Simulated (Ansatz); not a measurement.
The starting structures come from a database of crystals and need not be the phases stable at ambient conditions.

 Where the default PAW files enter, the runs use the earlier of Ansatz's two default sets.

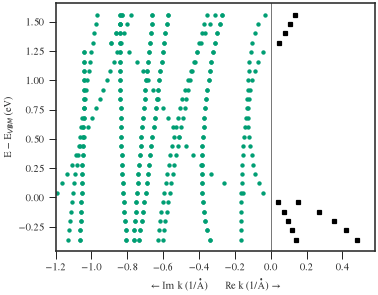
Fig. 1. Complex bands at the centre of the two-dimensional zone; r2SCAN (Ansatz, a program for electronic structure)

The gap is the functional's own. No spin-orbit coupling. Mid-gap values are interpolated on the energy grid.

**Question.** This is BaCdAsF (P4/nmm, not sure to be the ambient phase, 8 atoms a cell, 24.3 Å³ an atom, -2 GPa at this level) along the normal of (100). Read off the slowest decay at the centre of the two-dimensional zone at 0.60 eV, the computed energy nearest the middle of the gap.

**Answer.** κ ≈ 0.12 1/Å, a decay length 1/(2κ) of the density of 4.0 Å.
